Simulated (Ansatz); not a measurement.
BH₄SbSi (SMILES [BH2][Sb]=[SiH2])

```xyz
7

B    -1.5810   -1.4165    0.6613
Sb   -0.2707    0.2247   -0.0276
Si    0.6666   -1.4000   -1.5121
H    -1.5118   -2.5325    0.2040
H    -2.3918   -1.1795    1.5257
H     0.2326   -2.8268   -1.5964
H     1.7675   -1.1546   -2.4969
```

Geometry: PBE0-D3(BJ)/def2-SVP; core potentials replace the inner electrons of Sb.

Level of theory: isolated molecule in a Gaussian basis; Kohn-Sham density functional theory, functional PBE0 in Ansatz.

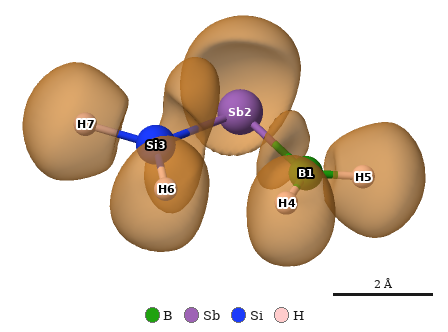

Figure 1. Isosurface of the ELF at 0.75 (orange), seen at an oblique angle. Only the valence region is drawn (cores and ρ < 0.01 e/Å³ removed).

Where are the electrons localised?

The ELF exceeds this value in four regions around hydrogen nuclei, one lobe of the valence shell of B pointing towards Sb (polar bonds), one lobe of the valence shell of Si pointing towards Sb (polar bonds) and one lobe on Sb, pointing away from the bonds (lone pairs). Along the contacts the grid gives the following. B–Sb (2.21 Å): the ELF peaks at about 0.95 in the valence shell of B, 0.8 Å from its nucleus, and drops to about 0.20 between the two atoms. Si–Sb (2.39 Å): the ELF peaks at about 0.85 between the atoms, as expected for localised, covalent bonding.

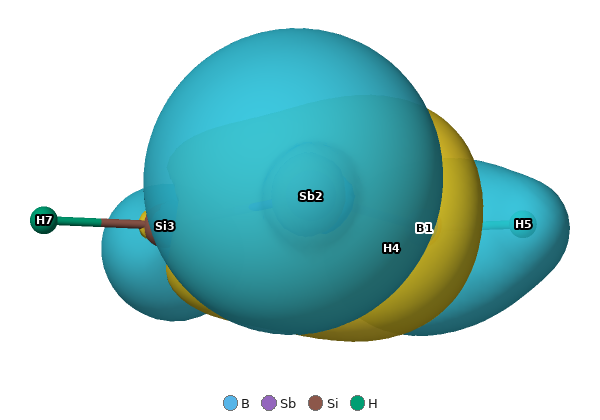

Figure 2. The HOMO−1 at ±0.06 Å⁻³ᐟ² (yellow and cyan are the two phases), seen from one side.

What is the character of this orbital?

By Hirshfeld shares it lies mainly on Sb2 (about 60 %), B1 (about 20 %) and Si3 (about 5 %); it is symmetric in the molecular plane (an in-plane orbital: σ, lone-pair or in-plane π type). Its energy is −7.30 eV.

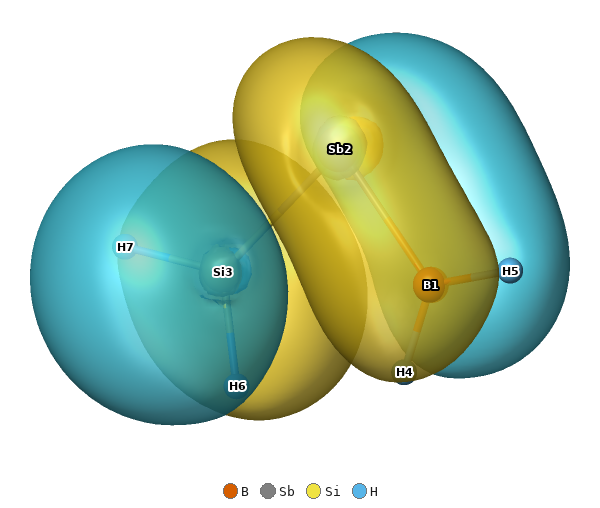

Figure 3. The LUMO at ±0.05 Å⁻³ᐟ² (yellow and cyan are the two phases), seen at a tilt.

Describe this orbital and give its energy.

By Hirshfeld shares it lies mainly on Si3 (about 50 %), Sb2 (about 25 %) and B1 (about 15 %); it changes sign across the molecular plane (π type); π-bonding across B1–Sb2; π-antibonding (a node) across Sb2–Si3. Its energy is −2.89 eV.
